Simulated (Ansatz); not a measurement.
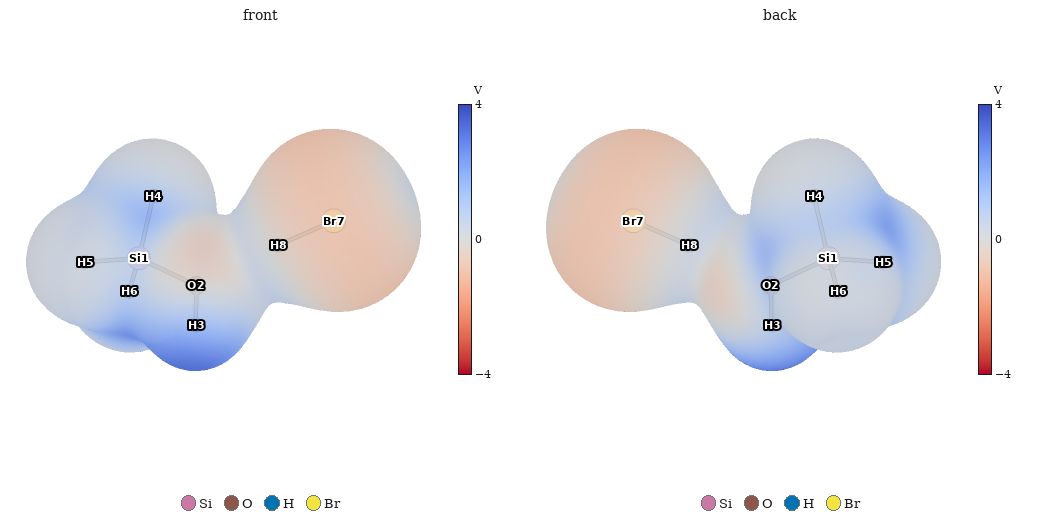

*H$_{4}$OSi···HBr. The electrostatic potential painted on the density surface at 0.002 e/bohr³, seen from the front and from behind; the colour scale runs from red (negative) to blue (positive).*

All numbers below come from RHF/def2-SVP in Ansatz.

```yaml
atoms:
  - { symbol: Si, position_ang: [-0.3233, 0.3213, -0.1697] }
  - { symbol: O, position_ang: [-0.2211, -0.5100, 1.2689] }
  - { symbol: H, position_ang: [-0.9462, -0.4910, 1.8751] }
  - { symbol: H, position_ang: [0.9632, 0.1192, -0.8575] }
  - { symbol: H, position_ang: [-0.5589, 1.7615, 0.0783] }
  - { symbol: H, position_ang: [-1.4367, -0.1991, -0.9945] }
  - { symbol: Br, position_ang: [2.3222, -2.6126, 2.5097] }
  - { symbol: H, position_ang: [1.3241, -1.7555, 1.9858] }
```

Question: Where is the surface potential most negative and most positive?

Answer: The most negative region (about −0.9 V) lies over Br7, the most positive (about +3.1 V) over H3. Br7 shows a σ-hole: about +0.3 V at the tip opposite its bond, against about −0.8 V on its flanks.
